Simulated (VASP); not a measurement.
Data:

```yaml
crystal:
  lattice:
    - [0.00000, 2.04281, 2.04281]
    - [2.04281, 0.00000, 2.04281]
    - [2.04281, 2.04281, 0.00000]
  atoms:
    - { symbol: V, position: [0.00000, 0.00000, 0.00000] }
    - { symbol: N, position: [0.50000, 0.50000, 0.50000] }
```

These are vdW-DF-cx, VASP's PBE PAW potentials (set 64) (plane waves; VASP) values and carry that method's errors. Settings: 520 eV cut-off, 17×17×17 Γ-centred mesh, tetrahedra with Blöchl corrections, potentials V_sv N.

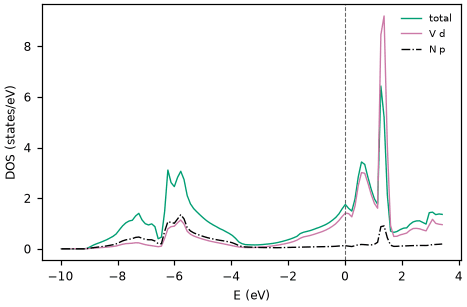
Total and projected density of states, zero at the Fermi level

Within 2 eV below the Fermi level the largest weight inside VASP's projection spheres is V d.

It has no gap at this level: it comes out as a metal or semimetal.

The compound is VN in the rock salt structure, which distorts at low temperature. It was relaxed first. The run is not spin-polarised, so no magnetic state was tried. VASP warned that the highest band is occupied, so more bands are needed.
